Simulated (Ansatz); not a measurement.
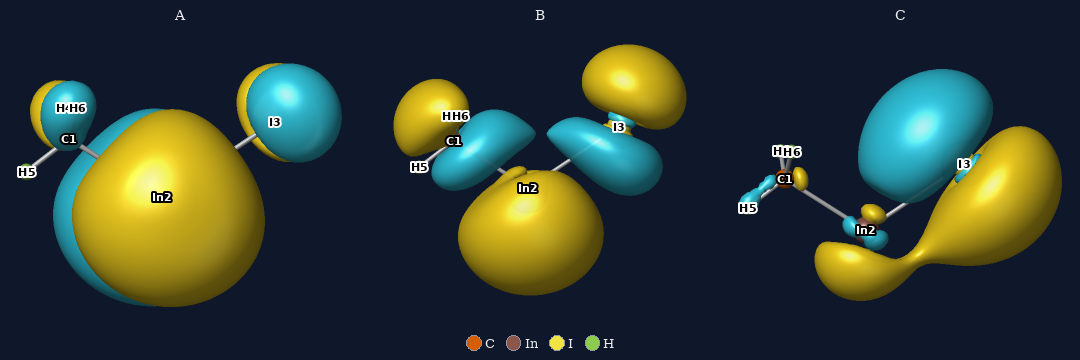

*CH$_{3}$IIn (SMILES [CH3][In][I]) (doublet). Three frontier orbitals at ±0.06 Å⁻³ᐟ² (yellow and cyan are the two phases), in no order.*

Geometry: PBE0-D4/def2-TZVP; core potentials replace the inner electrons of In and I.

Computed with Ansatz 0.2.0, UKS PBE0-D4/def2-TZVPP.

```xyz
6

C     0.7515   -0.0903   -0.4484
In   -1.0860    1.0329    0.0465
I    -2.6937   -0.1830    1.8863
H     0.4280   -1.0588   -0.8311
H     1.3422    0.4489   -1.1854
H     1.2999   -0.2137    0.4860
```

> Which picture is the HOMO−1, the HOMO and the LUMO? All are α orbitals.

C is the HOMO−1 (α) (−7.33 eV). Its weight (Hirshfeld) is mainly on I3 (about 90 %) and In2 (about 10 %); largely a lone pair of I3. B is the HOMO (α) (−5.83 eV). It lies mainly on In2 (about 55 %), I3 (about 25 %) and C1 (about 15 %). A is the LUMO (α) (−1.87 eV). Its weight (Hirshfeld) is mainly on In2 (about 80 %) and I3 (about 10 %).

> What is the gap between the highest occupied and lowest empty α orbitals?

3.96 eV between the orbital energies.
